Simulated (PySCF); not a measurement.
Bond stretch in LiF, singlet.

- UKS-TPSSh = unrestricted TPSSh/aug-cc-pVDZ (PySCF)
- UKS-BHandHLYP = unrestricted BHandHLYP/aug-cc-pVDZ run with PySCF
- RKS-PBE = restricted PBE/aug-cc-pVDZ (PySCF)

Energies are in kJ/mol, each relative to the lowest point of its own curve near equilibrium.

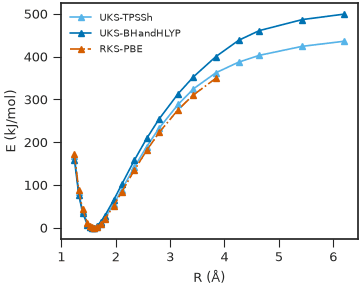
Figure: Energy against bond length for each method.

```json
[
 {"R / Å": "1.24", "UKS-TPSSh": "167.1", "UKS-BHandHLYP": "159.8", "RKS-PBE": "172.6"},
 {"R / Å": "1.32", "UKS-TPSSh": "84.1", "UKS-BHandHLYP": "78.0", "RKS-PBE": "88.5"},
 {"R / Å": "1.39", "UKS-TPSSh": "40.0", "UKS-BHandHLYP": "35.4", "RKS-PBE": "43.2"},
 {"R / Å": "1.48", "UKS-TPSSh": "9.8", "UKS-BHandHLYP": "7.4", "RKS-PBE": "11.5"},
 {"R / Å": "1.53", "UKS-TPSSh": "2.4", "UKS-BHandHLYP": "1.3", "RKS-PBE": "3.4"},
 {"R / Å": "1.56", "UKS-TPSSh": "0.4", "UKS-BHandHLYP": "0.0", "RKS-PBE": "0.9"},
 {"R / Å": "1.60", "UKS-TPSSh": "0.0", "UKS-BHandHLYP": "0.6", "RKS-PBE": "0.0"},
 {"R / Å": "1.65", "UKS-TPSSh": "2.4", "UKS-BHandHLYP": "4.3", "RKS-PBE": "1.8"},
 {"R / Å": "1.72", "UKS-TPSSh": "9.9", "UKS-BHandHLYP": "13.6", "RKS-PBE": "8.4"},
 {"R / Å": "1.80", "UKS-TPSSh": "22.6", "UKS-BHandHLYP": "28.2", "RKS-PBE": "20.2"},
 {"R / Å": "1.96", "UKS-TPSSh": "55.1", "UKS-BHandHLYP": "64.4", "RKS-PBE": "51.2"},
 {"R / Å": "2.11", "UKS-TPSSh": "89.1", "UKS-BHandHLYP": "101.5", "RKS-PBE": "83.9"},
 {"R / Å": "2.34", "UKS-TPSSh": "141.5", "UKS-BHandHLYP": "157.6", "RKS-PBE": "134.4"},
 {"R / Å": "2.57", "UKS-TPSSh": "190.0", "UKS-BHandHLYP": "209.1", "RKS-PBE": "181.3"},
 {"R / Å": "2.80", "UKS-TPSSh": "233.3", "UKS-BHandHLYP": "254.8", "RKS-PBE": "223.1"},
 {"R / Å": "3.15", "UKS-TPSSh": "288.8", "UKS-BHandHLYP": "313.8", "RKS-PBE": "276.5"},
 {"R / Å": "3.43", "UKS-TPSSh": "325.0", "UKS-BHandHLYP": "353.0", "RKS-PBE": "310.8"},
 {"R / Å": "3.84", "UKS-TPSSh": "362.3", "UKS-BHandHLYP": "400.0", "RKS-PBE": "349.4"},
 {"R / Å": "4.26", "UKS-TPSSh": "387.3", "UKS-BHandHLYP": "438.3", "RKS-PBE": "—"},
 {"R / Å": "4.64", "UKS-TPSSh": "403.2", "UKS-BHandHLYP": "460.9", "RKS-PBE": "—"},
 {"R / Å": "5.43", "UKS-TPSSh": "424.2", "UKS-BHandHLYP": "486.7", "RKS-PBE": "—"},
 {"R / Å": "6.20", "UKS-TPSSh": "436.1", "UKS-BHandHLYP": "499.5", "RKS-PBE": "—"}
]
```

At the longest distance, 6.20 Å, UKS-BHandHLYP lies highest above its minimum (499.5 kJ/mol) and UKS-TPSSh lowest (436.1 kJ/mol).

Dashes: no converged value, or the column stops at the first point that the program doubted or that broke a chosen test of continuity, which isn't proof of a fault.

The unrestricted determinant behind UKS-TPSSh is spin-contaminated at 3.43 to 6.20 Å (<S²> up to 0.5, against 0.00 for a pure singlet). At the longest distance UKS-TPSSh, UKS-BHandHLYP leaves fractional charges on the fragments, a sign of delocalisation error or of the restricted form. The unrestricted determinant behind UKS-BHandHLYP is spin-contaminated at 4.64 to 6.20 Å (<S²> up to 0.6, against 0.00 for a pure singlet). The restricted form behind RKS-PBE keeps the bonding electrons paired and can't separate into open-shell fragments.
